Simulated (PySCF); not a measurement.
## Electronic structure of C5H9N (SMILES CCC[C@H]1C=N1) in real space

```json
{"atom": "C", "x (Å)": "-2.4816", "y (Å)": "0.2615", "z (Å)": "-0.1161"}
{"atom": "C", "x (Å)": "-1.0852", "y (Å)": "0.1540", "z (Å)": "-0.7174"}
{"atom": "C", "x (Å)": "-0.1351", "y (Å)": "-0.6347", "z (Å)": "0.2299"}
{"atom": "C", "x (Å)": "1.2679", "y (Å)": "-0.3231", "z (Å)": "-0.1587"}
{"atom": "C", "x (Å)": "2.3912", "y (Å)": "0.1293", "z (Å)": "0.6671"}
{"atom": "N", "x (Å)": "2.5161", "y (Å)": "-1.0791", "z (Å)": "0.2531"}
{"atom": "H", "x (Å)": "-2.8550", "y (Å)": "-0.7759", "z (Å)": "0.1501"}
{"atom": "H", "x (Å)": "-3.1963", "y (Å)": "0.8787", "z (Å)": "-0.7496"}
{"atom": "H", "x (Å)": "-2.3301", "y (Å)": "0.6685", "z (Å)": "0.9080"}
{"atom": "H", "x (Å)": "-1.0383", "y (Å)": "-0.3511", "z (Å)": "-1.6487"}
{"atom": "H", "x (Å)": "-0.6516", "y (Å)": "1.0897", "z (Å)": "-0.8011"}
{"atom": "H", "x (Å)": "-0.2806", "y (Å)": "-0.2140", "z (Å)": "1.2796"}
{"atom": "H", "x (Å)": "-0.3792", "y (Å)": "-1.6997", "z (Å)": "0.1309"}
{"atom": "H", "x (Å)": "1.3418", "y (Å)": "-0.0613", "z (Å)": "-1.2099"}
{"atom": "H", "x (Å)": "2.9029", "y (Å)": "0.9254", "z (Å)": "1.2450"}
```

Geometry: GFN2-xTB, MD frame at 250 fs, 400 K.

Method: PBE0/pcSseg-1, SCF density, gas phase, non-relativistic (PySCF).

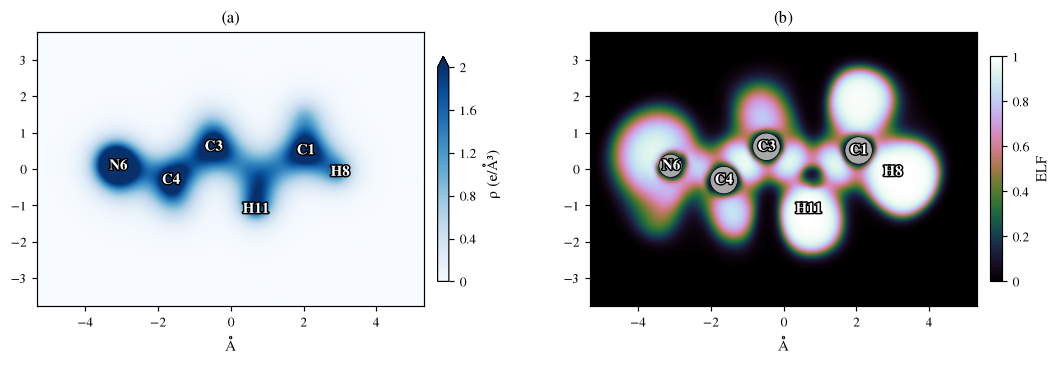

Figure 1. (a) electron density; (b) ELF on the plane of atoms C3, C4 and N6. Grey discs cover the atomic cores in the ELF map.

Q: Describe what can be read from this map.

A: Atoms in the plane: C, N and H. C–C (1.49 Å): ρ at the midpoint is about 1.8 e/Å³; the ELF peaks at about 0.95 between the atoms (localised, covalent bonding). The ELF also peaks beside N6, away from the bonds: lone-pair regions.

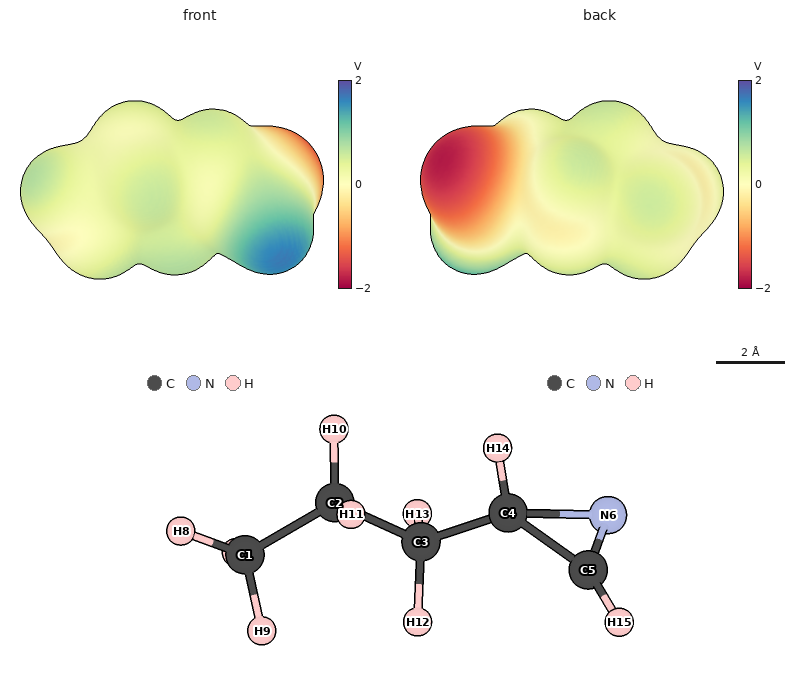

Figure 2. The electrostatic potential painted on the density surface at 0.002 e/bohr³, seen from the front and from behind; the colour scale runs from red (negative) to blue (positive). The bare structure is drawn below in the same view.

Q: Where is the surface potential most negative and most positive?

A: The most negative region (about −1.8 V) lies over N6, the most positive (about +1.7 V) over H15. N6 is the likeliest acceptor of a hydrogen bond.
